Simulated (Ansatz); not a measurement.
**NS (doublet): one geometry, many settings at distance N1–S2 = 1.173 Å**

Aim: run NS (doublet) at one geometry under a spread of methods and options, and see what each costs and gives.

Program: Ansatz 0.2.0, Gaussian basis. Level of theory: the settings change from run to run. These are calculated values, not measurements.

27 further runs of the same task are left out: 7 for a known fault of the program, 17 that didn't finish, 3 set aside as unsound or not needed.

## 1. The system

The geometry derives from a PBE0/def2-TZVP stationary point (not a proven minimum). One bond is set to the value named and the two fragments are kept rigid.

2 atoms, charge 0, spin multiplicity 2.

Atoms are counted from 1 here; the program's logs count them from 0.

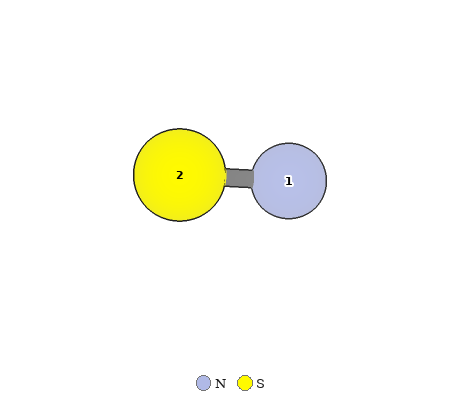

The structure; nitrogen light blue, sulfur yellow; atoms are numbered from 1 in the order of the file.

## 2. HF/def2-mTZVP

in.yaml reads:

```yaml
crystal:
  periodic: [false, false, false]
  atoms:
    - {symbol: N, position_ang: [0.000000, 0.000000, 0.000000]}
    - {symbol: S, position_ang: [0.000000, 0.000000, 1.173000]}
basis:
  gaussian: {orbitals: def2-mTZVP}
magnetization: {spin_polarized: false, initial_magnetization: 1}
hamiltonian: {xc: hf}
output: {orbitals: {seedname: orbitals}}
```

Launch:

```
ansatz run in.yaml --threads 1 --pin off --events-out ev --progress --plain --max-ram 2393MiB
```

Standard output:

```text
Functional definition: HF
  name "HF"
  cite "Fock, Z. Phys. 61, 126 (1930) doi:10.1007/BF01340294"
  parent pbe
  exchange = exact_x
  correlation = 0
347 factors; integrals over basis functions are off by at most 8.0e-4 eV
mean field evaluation 1: about -12289.1102 eV, gradient 3.2e1 eV
mean field evaluation 2: about -12289.1239 eV, gradient 3.2e1 eV
mean field evaluation 4: about -12291.2672 eV, gradient 2.1e0 eV
mean field evaluation 8: about -12291.2840 eV, gradient 1.8e-1 eV
mean field evaluation 16: about -12291.2689 eV, gradient 2.1e0 eV
mean field -12291.28454154 eV, -451.6963755695 hartree, gradient 2.5e-5 eV, S^2 0.750000; 0 other end points of the search recorded, 0 dependent functions left out
reference -12291.28454154 eV, -451.6963755695 hartree; 12, 11 occupied and 29, 30 virtual orbitals, 347 factors
Total energy: -12291.28454154 eV, -451.6963755695 hartree
```

Wall time 0.18 s (1 thread of Intel Xeon Platinum 8488C, shared host).

## 3. CCSD/cc-pVDZ

in.yaml reads:

```yaml
crystal:
  periodic: [false, false, false]
  atoms:
    - {symbol: N, position_ang: [0.000000, 0.000000, 0.000000]}
    - {symbol: S, position_ang: [0.000000, 0.000000, 1.173000]}
basis:
  gaussian: {orbitals: cc-pVDZ}
magnetization: {spin_polarized: true, initial_magnetization: 1}
hamiltonian: {xc: {name: PBE0}}
correlation: {method: ccsd, electrons: outside_noble_gas}
```

Same command.

Standard output, cut to the lines that bear on the results:

```text
Functional definition: PBE0
  name "PBE0"
  cite "Adamo & Barone, J. Chem. Phys. 110, 6158 (1999) doi:10.1063/1.478522"
  cite "Perdew, Burke & Ernzerhof, Phys. Rev. Lett. 77, 3865 (1996) doi:10.1103/PhysRevLett.77.3865"
  parent pbe
[...]
330 factors; integrals over basis functions are off by at most 9.2e-4 eV
[...]
mean field -12310.76878298 eV, -452.4124082358 hartree, gradient 1.3e-6 eV, S^2 0.752818; 0 other end points of the search recorded, 0 dependent functions left out
6 core orbitals not correlated: weight in the atoms' cores, before any rotation towards them, 1.000 or more for the frozen orbitals, at most 0.000 for the correlated occupied ones
reference -12290.59725800 eV, -451.6711183654 hartree; 6, 5 occupied and 20, 21 virtual orbitals, 330 factors
second order -6.90308592 eV of doubles, -0.10982182 eV of singles
cycle   1  -7.08533075 eV  change   -7.5e-2 eV  update   5.4e-2
[...]
cycle   9  -7.29822983 eV  change    2.0e-6 eV  update   5.8e-6
Total energy: -12297.89548783 eV, -451.9393233648 hartree
```

It took 0.78 s on 1 thread of Intel Xeon Platinum 8488C, shared host.

From the report: ⟨S²⟩ of the determinant 0.753 (pure doublet: 0.75); correlation -7.2982 eV; T1 0.006; largest double amplitude 0.08. The orbitals are Kohn-Sham ones, so correlation energy and T1 don't compare with those on Hartree-Fock orbitals.

## 4. BCCD on ROHF/cc-pVDZ

in.yaml reads:

```yaml
crystal:
  periodic: [false, false, false]
  atoms:
    - {symbol: N, position_ang: [0.000000, 0.000000, 0.000000]}
    - {symbol: S, position_ang: [0.000000, 0.000000, 1.173000]}
basis:
  gaussian: {orbitals: cc-pVDZ}
magnetization: {spin_polarized: false, initial_magnetization: 1}
correlation: {method: bccd, electrons: outside_noble_gas, diis_vectors: 12}
```

The command is unchanged.

Standard output, cut to the lines that bear on the results:

```text
Functional definition: HF
  name "HF"
  cite "Fock, Z. Phys. 61, 126 (1930) doi:10.1007/BF01340294"
  parent pbe
[...]
330 factors; integrals over basis functions are off by at most 9.2e-4 eV
[...]
mean field -12290.62627335 eV, -451.6721846599 hartree, gradient 2.2e-6 eV, S^2 0.750000; 2 other end points of the search recorded, 0 dependent functions left out
6 core orbitals not correlated: weight in the atoms' cores, before any rotation towards them, 1.000 or more for the frozen orbitals, at most 0.000 for the correlated occupied ones
reference -12290.62627335 eV, -451.6721846599 hartree; 6, 5 occupied and 20, 21 virtual orbitals, 330 factors
second order -6.82963963 eV of doubles, -0.09868066 eV of singles
cycle   1  -7.11792375 eV  change   -1.9e-1 eV  update   5.5e-2
[...]
cycle   9  -7.31829087 eV  change    8.4e-6 eV  update   1.3e-5
Total energy: -12297.94456422 eV, -451.9411268890 hartree
```

It took 0.6 s on 1 thread of Intel Xeon Platinum 8488C, shared host.

From the report: correlation -7.3183 eV; largest double amplitude 0.08.

## 5. CCSD(T) on ROHF/cc-pVDZ

Edit in.yaml of step 4 so:

```diff
@@ -8,2 +8,3 @@
 magnetization: {spin_polarized: false, initial_magnetization: 1}
-correlation: {method: bccd, electrons: outside_noble_gas, diis_vectors: 12}
+correlation: {method: ccsd_t, electrons: valence}
+accuracy: high
```

The command is unchanged.

Standard output, cut to the lines that bear on the results:

```text
Functional definition: HF
  name "HF"
  cite "Fock, Z. Phys. 61, 126 (1930) doi:10.1007/BF01340294"
  parent pbe
[...]
625 factors; integrals over basis functions are off by at most 3.1e-9 eV
[...]
mean field -12290.62638809 eV, -451.6721888766 hartree, gradient 2.8e-8 eV, S^2 0.750000; 2 other end points of the search recorded, 0 dependent functions left out
6 core orbitals not correlated: weight in the atoms' cores, before any rotation towards them, 1.000 or more for the frozen orbitals, at most 0.000 for the correlated occupied ones
reference -12290.62638809 eV, -451.6721888766 hartree; 6, 5 occupied and 20, 21 virtual orbitals, 625 factors
second order -6.82965241 eV of doubles, -0.09868068 eV of singles
cycle   1  -7.10295413 eV  change   -1.7e-1 eV  update   5.5e-2
[...]
cycle  22  -7.32196833 eV  change   1.9e-10 eV  update  6.8e-10
perturbative correction -0.22081987 eV, -0.0081149804 hartree
Total energy: -12298.16917629 eV, -451.9493812303 hartree
```

Run time: 0.87 s. Hardware: 1 thread of Intel Xeon Platinum 8488C, shared host.

From the report: correlation -7.5428 eV; T1 0.013; largest double amplitude 0.08.

## 6. HF/cc-pVDZ

in.yaml reads:

```yaml
crystal:
  periodic: [false, false, false]
  atoms:
    - {symbol: N, position_ang: [0.000000, 0.000000, 0.000000]}
    - {symbol: S, position_ang: [0.000000, 0.000000, 1.173000]}
basis:
  gaussian: {orbitals: cc-pVDZ}
magnetization: {spin_polarized: true, initial_magnetization: 1}
hamiltonian: {xc: hf}
scf: {lower_state_search: light}
output: {orbitals: {seedname: orbitals}}
```

Launched as before.

Standard output:

```text
Functional definition: HF
  name "HF"
  cite "Fock, Z. Phys. 61, 126 (1930) doi:10.1007/BF01340294"
  parent pbe
  exchange = exact_x
  correlation = 0
330 factors; integrals over basis functions are off by at most 9.2e-4 eV
mean field evaluation 1: about -12288.7407 eV, gradient 2.2e1 eV
mean field evaluation 2: about -12288.7531 eV, gradient 2.2e1 eV
mean field evaluation 4: about -12290.7616 eV, gradient 1.6e0 eV
mean field evaluation 8: about -12290.7859 eV, gradient 1.3e-3 eV
mean field evaluation 16: about -12278.6802 eV, gradient 2.1e0 eV
mean field -12290.78594698 eV, -451.6780525575 hartree, gradient 1.2e-5 eV, S^2 0.761907; 0 other end points of the search recorded, 0 dependent functions left out
reference -12290.78594698 eV, -451.6780525575 hartree; 12, 11 occupied and 20, 21 virtual orbitals, 330 factors
Total energy: -12290.78594698 eV, -451.6780525575 hartree
```

It took 0.18 s on 1 thread of Intel Xeon Platinum 8488C, shared host.

From the report: ⟨S²⟩ of the determinant 0.762 (pure doublet: 0.75).

## 7. HF/cc-pVDZ

Edit in.yaml of step 6 so:

```diff
@@ -9,3 +9,3 @@
 hamiltonian: {xc: hf}
-scf: {lower_state_search: light}
-output: {orbitals: {seedname: orbitals}}
+scf: {lower_state_search: off}
+output: {forces: true, orbitals: {seedname: orbitals}}
```

Launched as before.

Standard output, cut to the lines that bear on the results:

```text
Functional definition: HF
  name "HF"
  cite "Fock, Z. Phys. 61, 126 (1930) doi:10.1007/BF01340294"
  parent pbe
[...]
330 factors; integrals over basis functions are off by at most 9.2e-4 eV
[...]
mean field -12290.78594698 eV, -451.6780525575 hartree, gradient 6.7e-6 eV, S^2 0.761907; 0 other end points of the search recorded, 0 dependent functions left out
[...]
reference -12290.78594698 eV, -451.6780525575 hartree; 12, 11 occupied and 20, 21 virtual orbitals, 330 factors
Total energy: -12290.78594698 eV, -451.6780525575 hartree
Atom 0 at     0.000000     0.000000     0.000000 Å, force    -0.000000    -0.000000   -54.578587 eV/Å
Atom 1 at     0.000000     0.000000     1.173000 Å, force     0.000000     0.000000    54.578587 eV/Å
Dipole moment:    -0.000000     0.000000     0.439545 e Å
Checks for a lower state left out: stability, starts, cluster_reference, orbital_swaps, neighbouring_geometries, increment
```

Wall time 0.21 s (1 thread of Intel Xeon Platinum 8488C, shared host).

From the report: ⟨S²⟩ of the determinant 0.762 (pure doublet: 0.75).

## 8. NEVPT4(SD)(7,6)/6-31G

in.yaml reads:

```yaml
crystal:
  periodic: [false, false, false]
  atoms:
    - {symbol: N, position_ang: [0.000000, 0.000000, 0.000000]}
    - {symbol: S, position_ang: [0.000000, 0.000000, 1.173000]}
basis:
  gaussian: {orbitals: 6-31G, point_charges: [{charge: -0.50, position_ang: [2.725, 0.330, -0.802]}]}
magnetization: {spin_polarized: false, initial_magnetization: 1}
correlation: {method: fic_nevpt4_sd, electrons: outside_noble_gas, active_space: {window: {electrons: 7, orbitals: 6}, states: [{multiplicity: 2, weights: [1, 1, 1]}]}}
```

Same command.

Standard output, cut to the lines that bear on the results:

```text
Functional definition: HF
  name "HF"
  cite "Fock, Z. Phys. 61, 126 (1930) doi:10.1007/BF01340294"
  parent pbe
[...]
460 factors; integrals over basis functions are off by at most 3.3e-8 eV
[...]
mean field -12285.68263966 eV, -451.4905094729 hartree, gradient 8.8e-6 eV, S^2 0.750000; 4 other end points of the search recorded, 0 dependent functions left out
reference -12285.68263966 eV, -451.4905094729 hartree; 12, 11 occupied and 10, 11 virtual orbitals, 460 factors
state -12286.89788512 eV, -451.5351689198 hartree
state -12286.79567009 eV, -451.5314125867 hartree
state -12281.75968091 eV, -451.3463433977 hartree
state -12286.89788512 eV, -451.5351689198 hartree; corrected -12289.77325628 eV, -451.6408368607 hartree
state -12286.79567009 eV, -451.5314125867 hartree; corrected -12289.66837880 eV, -451.6369826846 hartree
state -12281.75968091 eV, -451.3463433977 hartree; corrected -12284.61599958 eV, -451.4513111726 hartree
Total energy: -12288.01921155 eV, -451.5763769060 hartree
```

Wall time 0.99 s (1 thread of Intel Xeon Platinum 8488C, shared host).

From the report: 300 determinants; active occupations (of the averaged states) 1.99, 1.96, 1.96, 0.38, 0.38, 0.34.

## 9. CCSD on UHF/6-31++G**

in.yaml reads:

```yaml
crystal:
  periodic: [false, false, false]
  atoms:
    - {symbol: N, position_ang: [0.000000, 0.000000, 0.000000]}
    - {symbol: S, position_ang: [0.000000, 0.000000, 1.173000]}
basis:
  gaussian: {orbitals: "6-31++G**"}
magnetization: {spin_polarized: true, initial_magnetization: 1}
correlation: {method: ccsd, electrons: all}
scf: {lower_state_search: full}
```

Launched as before.

Standard output, cut to the lines that bear on the results:

```text
Functional definition: HF
  name "HF"
  cite "Fock, Z. Phys. 61, 126 (1930) doi:10.1007/BF01340294"
  parent pbe
[...]
368 factors; integrals over basis functions are off by at most 8.8e-4 eV
[...]
mean field -12290.59035055 eV, -451.6708645213 hartree, gradient 5.4e-6 eV, S^2 0.760435; 8 other end points of the search recorded, 0 dependent functions left out
reference -12290.59035055 eV, -451.6708645213 hartree; 12, 11 occupied and 30, 31 virtual orbitals, 368 factors
second order -7.23132789 eV of doubles, -0.00000000 eV of singles
cycle   1  -7.41734532 eV  change   -1.9e-1 eV  update   6.0e-2
[...]
cycle   9  -7.66040641 eV  change    5.0e-6 eV  update   1.4e-5
Total energy: -12298.25075696 eV, -451.9523792646 hartree
```

It took 1.2 s on 1 thread of Intel Xeon Platinum 8488C, shared host.

From the report: ⟨S²⟩ of the determinant 0.760 (pure doublet: 0.75); correlation -7.6604 eV; T1 0.009; largest double amplitude 0.04.

## 10. BCCD(T) on ROHF/def2-SVPD

in.yaml reads:

```yaml
crystal:
  periodic: [false, false, false]
  atoms:
    - {symbol: N, position_ang: [0.000000, 0.000000, 0.000000]}
    - {symbol: S, position_ang: [0.000000, 0.000000, 1.173000]}
basis:
  gaussian: {orbitals: def2-SVPD}
magnetization: {spin_polarized: false, initial_magnetization: 1}
correlation: {method: bccd_t, electrons: outside_noble_gas}
```

Same command.

Standard output, cut to the lines that bear on the results:

```text
Functional definition: HF
  name "HF"
  cite "Fock, Z. Phys. 61, 126 (1930) doi:10.1007/BF01340294"
  parent pbe
[...]
439 factors; integrals over basis functions are off by at most 1.2e-3 eV
[...]
mean field -12286.33667757 eV, -451.5145449225 hartree, gradient 2.4e-6 eV, S^2 0.750000; 3 other end points of the search recorded, 0 dependent functions left out
[...]
6 core orbitals not correlated: weight in the atoms' cores, before any rotation towards them, 1.000 or more for the frozen orbitals, at most 0.000 for the correlated occupied ones
reference -12286.33667757 eV, -451.5145449225 hartree; 6, 5 occupied and 35, 36 virtual orbitals, 439 factors
second order -7.26336611 eV of doubles, -0.09639352 eV of singles
cycle   1  -7.51342419 eV  change   -1.5e-1 eV  update   6.3e-2
[...]
cycle  10  -7.73798438 eV  change    7.4e-6 eV  update   1.1e-5
perturbative correction -0.28286909 eV, -0.0103952473 hartree
Total energy: -12294.35753104 eV, -451.8093058509 hartree
```

It took 1.4 s on 1 thread of Intel Xeon Platinum 8488C, shared host.

From the report: correlation -8.0209 eV; largest double amplitude 0.05.

## 11. The runs in one table

Where basis and cores are those of an earlier UCCSDT(Q)/cc-pVDZ run (-12298.1999 eV), and the state is the same kind, the miss against it is given.

| level | correlated | functions | energy (eV) | from UCCSDT(Q) (meV) | time |
| --- | --- | --- | --- | --- | --- |
| HF/def2-mTZVP |  | 41 | -12291.2845 |  | 0.18 s |
| CCSD/cc-pVDZ (on PBE0 orbitals) | outside noble gas | 32 | -12297.8955 | 304.4 | 0.78 s |
| BCCD on ROHF/cc-pVDZ | outside noble gas | 32 | -12297.9446 | 255.4 | 0.6 s |
| CCSD(T) on ROHF/cc-pVDZ | valence | 32 | -12298.1692 | 30.7 | 0.87 s |
| HF/cc-pVDZ |  | 32 | -12290.7859 | 7414.0 | 0.18 s |
| HF/cc-pVDZ |  | 32 | -12290.7859 | 7414.0 | 0.21 s |
| NEVPT4(SD)(7,6)/6-31G (mean of several states, beside a point charge) | outside noble gas | 22 | -12288.0192 |  | 0.99 s |
| CCSD on UHF/6-31++G** | all | 42 | -12298.2508 |  | 1.2 s |
| BCCD(T) on ROHF/def2-SVPD | outside noble gas | 47 | -12294.3575 |  | 1.4 s |

## 12. Results

```
quantity                             value
    runs                                 9
quickest             HF/def2-mTZVP, 0.18 s
 slowest  BCCD(T) on ROHF/def2-SVPD, 1.4 s
```

Total energies in different bases, with other cores or another treatment of relativity can't be set against each other. BCCD(T) on ROHF/def2-SVPD took 8 times as long as HF/def2-mTZVP; the jobs differ in more than the method. Among the correlated runs with a miss given, it spans +31 to +304 meV. Hartree-Fock, CASSCF and CASCI lack dynamic correlation by design. Cores frozen from Kohn-Sham orbitals shift the total energy.
